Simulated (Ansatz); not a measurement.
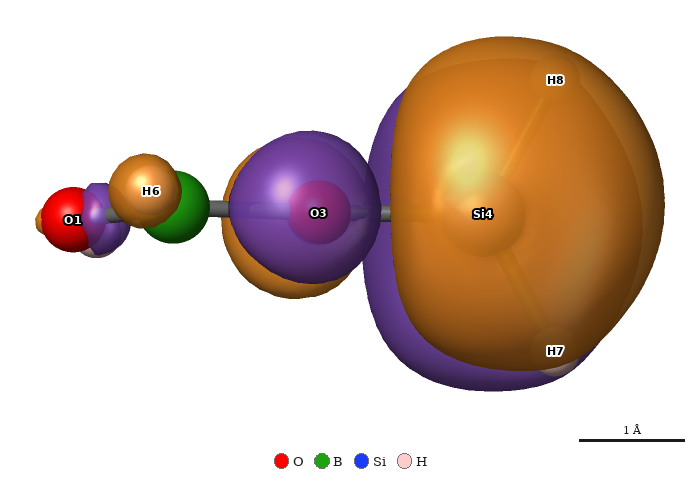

The picture shows: BH4O2Si (charge +1). The LUMO at ±0.08 Å⁻³ᐟ² (orange and purple are the two phases), seen from one side.

Theory: RKS BLYP/def2-SVP in Ansatz.

```xyz
8

O     1.1795    1.6397   -0.9386
B     0.8496    0.9798    0.1656
O    -0.0832   -0.1219    0.1227
Si   -1.0583   -1.3537    0.3477
H     0.7936    1.3879   -1.8010
H     1.2935    1.2492    1.2497
H    -2.4903   -1.0631    0.6003
H    -0.4844   -2.7179    0.2536
```

Describe this orbital and give its energy.

By Hirshfeld shares it lies mainly on Si4 (about 75 %) and O3 (about 15 %). Its energy is −9.39 eV.
